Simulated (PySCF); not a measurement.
C6H13BOSi2

Input file:

```
{"job": {"kind": "nmr", "xc": "PBE0", "basis": "pcSseg-1"}, "charge": 0, "multiplicity": 1}
C      4.272274     0.819406     0.149018
O      3.137362     0.935950     0.964606
C      1.928639     0.439859     0.507960
C      0.924260     0.629467     1.422071
C     -0.461680     0.279285     1.351392
C     -1.121668    -0.320381     0.336078
Si    -2.962484    -0.694270     0.501799
C     -3.866255    -0.145379    -1.072871
Si    -0.124747    -0.772583    -1.211991
B      1.712537    -0.255372    -0.839384
H      5.078320     1.311256     0.692877
H      4.130827     1.317736    -0.815459
H      4.539319    -0.228357    -0.025222
H      1.226282     1.116848     2.344112
H     -1.016212     0.548045     2.246653
H     -3.516113     0.013675     1.667831
H     -3.146816    -2.140787     0.696821
H     -4.931126    -0.344517    -1.002455
H     -3.740570     0.917746    -1.256653
H     -3.484345    -0.677264    -1.938895
H     -0.402598    -2.204622    -1.454044
H     -0.785456    -0.068697    -2.333630
H      2.605499    -0.450059    -1.575022
```

Command:

```sh
OMP_NUM_THREADS=1 python probes_run.py task.json out
```

Geometry: GFN2-xTB.

The calculation used PBE0/pcSseg-1, SCF density, gas phase, non-relativistic (PySCF 2.14.0).

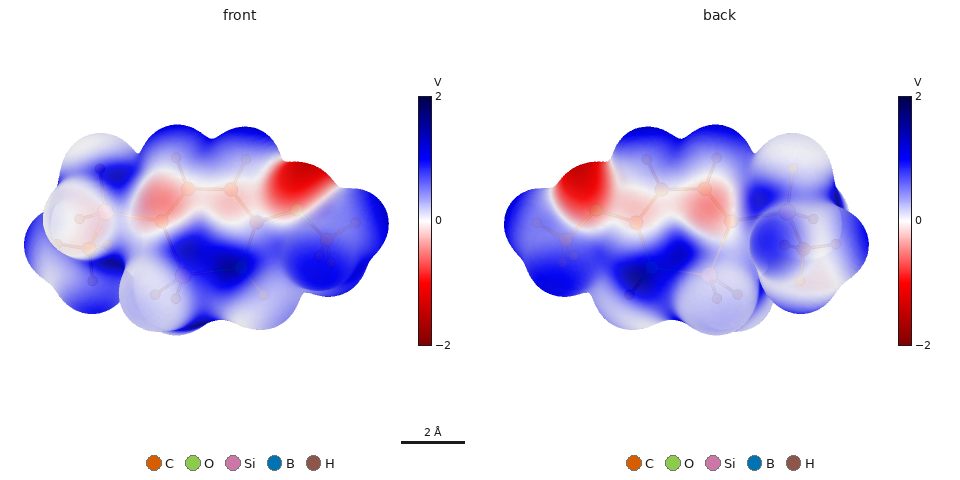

Figure 1. The molecular electrostatic potential painted on the density surface at 0.004 e/bohr³, seen from the front and from behind; the colour scale runs from red (negative) to blue (positive).

Which sites attract a positive test charge, and which a negative one?

A positive charge is drawn to the negative regions and a negative charge to the positive ones. The most negative region (about −1.3 V) lies over O2, the most positive (about +1.6 V) over Si7, Si9 and B10. O2 is the likeliest acceptor of a hydrogen bond.

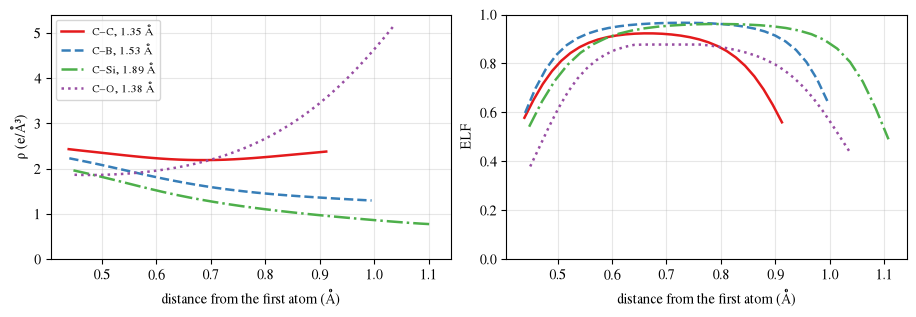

Figure 2. Electron density and electron localisation function along straight lines between neighbouring atoms. The curves leave out the atomic cores.

What kind of bonding do the profiles show?

C–C (1.35 Å): ρ is about 2.2 e/Å³ halfway; the ELF peaks at about 0.90 between the atoms (localised, covalent bonding).
C–B (1.53 Å): ρ is about 1.5 e/Å³ halfway; the ELF peaks at about 0.95 between the atoms, as expected for localised, covalent bonding.
C–Si (1.89 Å): ρ at the midpoint is about 0.92 e/Å³; the ELF peaks at about 0.95 between the atoms (localised, covalent bonding).
C–O (1.38 Å): ρ is about 2.2 e/Å³ halfway, with its minimum of 1.9 e/Å³ about 0.5 Å from C; the ELF peaks at about 0.90 between the atoms, as expected for a shared but strongly polarised pair.
